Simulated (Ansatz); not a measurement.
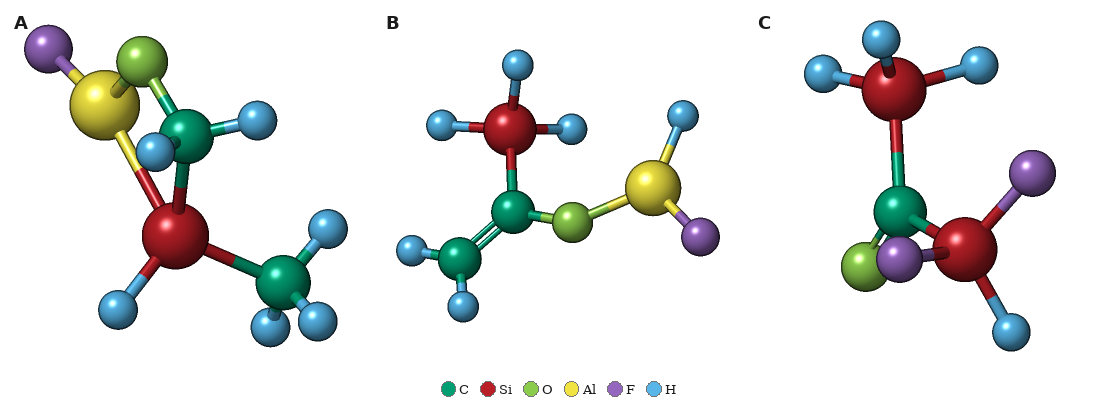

Source: calculation with Ansatz.

Which panel belongs to which SMILES?
(1) O=C([SiH3])[SiH](F)F
(2) C[Si@H]1C[O][Al]1[F]
(3) C=C([SiH3])[O][AlH][F]

A is (2), B is (3), C is (1).
